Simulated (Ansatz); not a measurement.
CH$_{4}$AlN

```yaml
atoms:
  - { symbol: C, position_ang: [-0.3105, 0.2357, -0.6552] }
  - { symbol: N, position_ang: [-0.4722, 0.3896, 0.8421] }
  - { symbol: Al, position_ang: [1.1272, -0.5883, 0.0057] }
  - { symbol: H, position_ang: [-1.2963, -0.0739, 1.2609] }
  - { symbol: H, position_ang: [-1.0586, 0.6540, -1.3429] }
  - { symbol: H, position_ang: [-0.4502, 1.3566, 1.2077] }
  - { symbol: H, position_ang: [2.3788, -1.3219, 0.6354] }
```

Computed with RKS PBE-D4/def2-SVP in Ansatz 0.2.0.

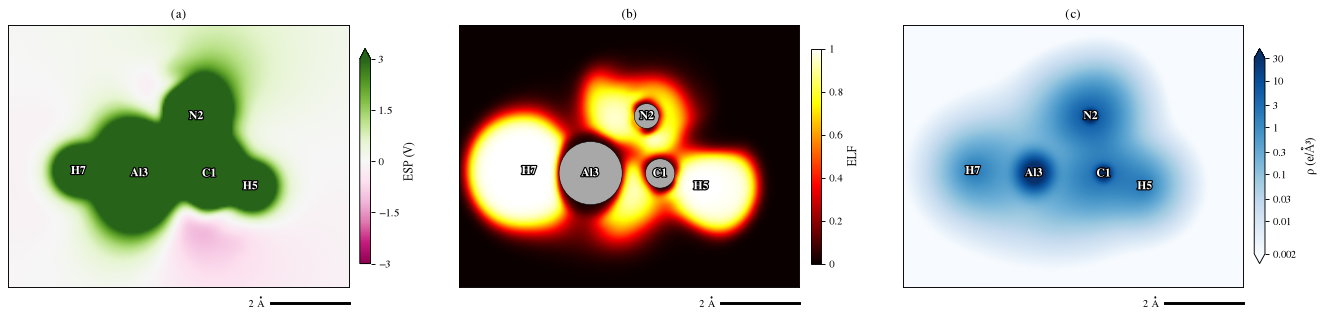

Figure 1. (a) molecular electrostatic potential; (b) electron localisation function; (c) electron density on the plane of atoms Al3, C1 and H5. Grey discs cover the atomic cores in the ELF map.

What does the map show?

The section cuts through C, N, Al and H sites.
C–N (1.51 Å): ρ at the midpoint is about 1.6 e/Å³; the ELF peaks at about 0.95 between the atoms, as expected for a covalent bond.
C–Al (1.78 Å): ρ at the midpoint is about 0.76 e/Å³; the ELF peaks at about 0.80 in the valence shell of C, 0.7 Å from its nucleus, and is about 0.55 at the midpoint.
Al–N (2.05 Å): ρ is about 0.46 e/Å³ halfway; the ELF peaks at about 0.85 in the valence shell of N, 0.6 Å from its nucleus, and is about 0.35 at the midpoint.
C–H (1.10 Å): ρ is about 1.9 e/Å³ halfway; the ELF climbs to about 1 towards the hydrogen, as it does in any bond to H (a covalent bond by its length).
Al–H (1.58 Å): ρ at the midpoint is about 0.53 e/Å³; the ELF climbs to about 1 towards the hydrogen.
Outside the dense part of the molecule the potential is most negative (−1.2 V) near C1.

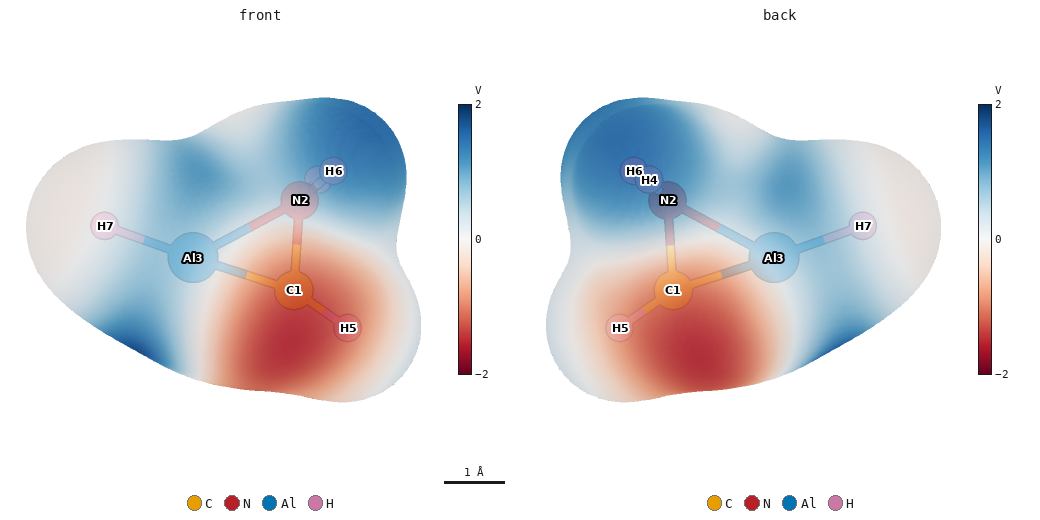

Figure 2. The electrostatic potential painted on the density surface at 0.002 e/bohr³, seen from the front and from behind; the colour scale runs from red (negative) to blue (positive).

Where is the surface potential most negative and most positive?

The most negative region (about −1.5 V) lies over the π face of C1, the most positive (about +1.7 V) over Al3.

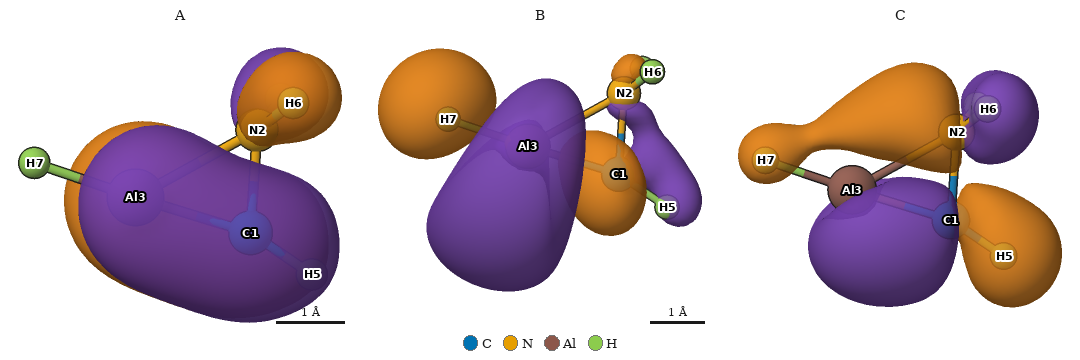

Figure 3. Three frontier orbitals at ±0.08 Å⁻³ᐟ² (orange and purple are the two phases), in no order.

Order the three orbitals by energy and name them.

C is the HOMO−1 (−6.01 eV). By Hirshfeld shares it lies mainly on C1 (about 35 %), N2 (about 25 %), Al3 (about 25 %) and H5 (about 10 %). A is the HOMO (−3.84 eV). Its weight (Hirshfeld) is mainly on C1 (about 50 %), Al3 (about 30 %) and N2 (about 5 %). B is the LUMO (−0.97 eV). Its weight (Hirshfeld) is mainly on Al3 (about 65 %), C1 (about 15 %) and H7 (about 15 %).

What is the HOMO–LUMO gap?

2.87 eV between the orbital energies.
